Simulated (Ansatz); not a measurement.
System: H4OSi···H2S.

Input

```
crystal:
  periodic: [false, false, false]
  atoms:
    - { symbol: Si, position_ang: [-0.058484, -0.138066, -0.014887] }
    - { symbol: H, position_ang: [-0.280442, -0.070121, 1.443888] }
    - { symbol: O, position_ang: [1.604912, -0.219936, -0.33139] }
    - { symbol: H, position_ang: [1.855185, -1.024478, -0.812162] }
    - { symbol: H, position_ang: [-0.698704, 1.04664, -0.672254] }
    - { symbol: H, position_ang: [-0.689102, -1.404162, -0.5488] }
    - { symbol: S, position_ang: [1.493101, 2.348215, 1.638682] }
    - { symbol: H, position_ang: [2.280914, 1.476747, 0.945705] }
    - { symbol: H, position_ang: [0.78472, 1.281961, 2.166717] }
basis:
  gaussian: { orbitals: def2-SVP }
hamiltonian:
  xc: pbe
  dispersion: d4
relax:
  f_tol: 0.03
  max_steps: 50
output:
  orbitals: {}
```

Launched as:

```sh
ansatz run input.yaml --threads 1 --pin off --max-ram 2048MiB --backend cpu --events-out ev --progress --plain --runs-dir out
```

The fields are those of the run's last geometry, not of the input's.

Theory: RKS PBE-D4/def2-SVP (Ansatz 0.2.0).

Question: What will maps of the electron density and electron localisation function show?

Answer: O3···H8 (2.08 Å): the density falls to about 0.15 e/Å³ on the way; the ELF dips to about 0.10 between them.
Si–O (1.70 Å): ρ is about 1 e/Å³ halfway; the ELF peaks at about 0.85 between the atoms: a polar covalent bond.
S–H (1.37 Å): ρ at the midpoint is about 1.4 e/Å³; the ELF climbs to about 1 towards the hydrogen, as it does in any bond to H.
Si–H (1.51 Å): ρ is about 0.75 e/Å³ halfway; the ELF climbs to about 1 towards the hydrogen.

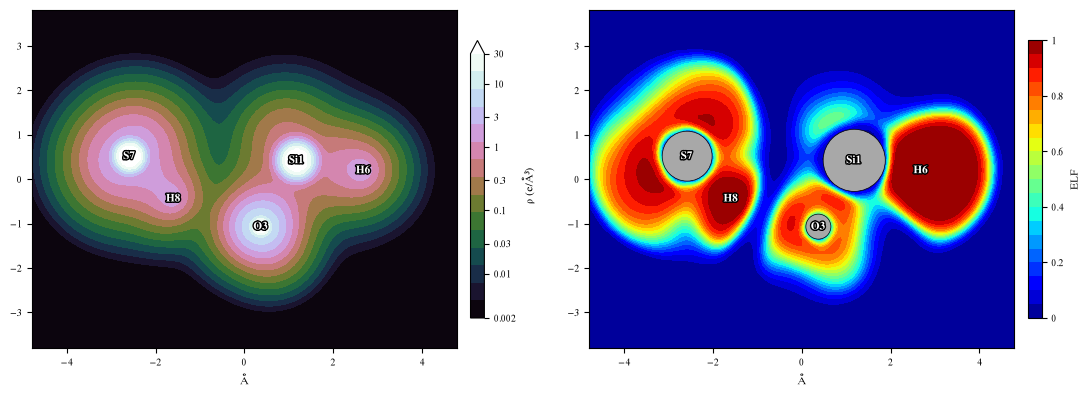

Computed electron density and electron localisation function on the plane of atoms O3, Si1 and H6, in this order. Grey discs cover the atomic cores in the ELF map. 
